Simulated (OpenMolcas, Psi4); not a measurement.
Predicting a hybrid from its neighbours: SrF

The species is SrF (2 atoms), meant as a doublet with charge 0. As SMILES, `[F][Sr]`. The coordinates come from a PBE0-D4/def2-TZVP relaxation.

The vertical energy of the quartet above the doublet y, in eV, basis def2-TZVPP with a core potential; a is the functional's share of exact exchange. Programs: OpenMolcas 26.06, Psi4 1.11.

```
functional     program     a  y (eV)
     UTPSS  OpenMolcas     0    8.38
     UBLYP  OpenMolcas     0    8.55
    UTPSSh        Psi4   0.1    8.27
    UB3LYP  OpenMolcas   0.2    8.42
     UPBE0  OpenMolcas  0.25       ?
    UBHLYP  OpenMolcas   0.5    8.00
```

Q: Fit y = c + s·a to the known rows and predict UPBE0.

A: 
1. Means of the 5 rows: a = 0.1600, y = 8.324.
2. Σ(Δa)² = 0.172, Σ(Δa·Δy) = -0.1482, so the slope is -0.1482/0.172 = -0.86163.
3. Intercept: 8.324 − (-0.86163) × 0.1600 = 8.462. The largest residual of the fit is 0.13.
4. UPBE0: 8.462 + (-0.86163) × 0.25 = 8.25 eV.

The run gave 8.19 eV, so the prediction is off by +0.06 eV, within the largest residual. Exact exchange favours the state with more unpaired electrons. The rows mix families of semi-local functionals, which the line can't see. Spin-orbit coupling is left out.

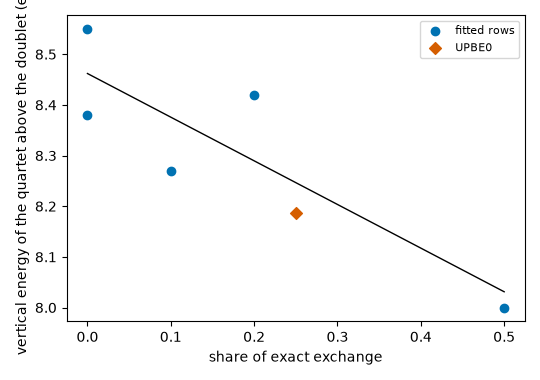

The fitted line, with the withheld row.
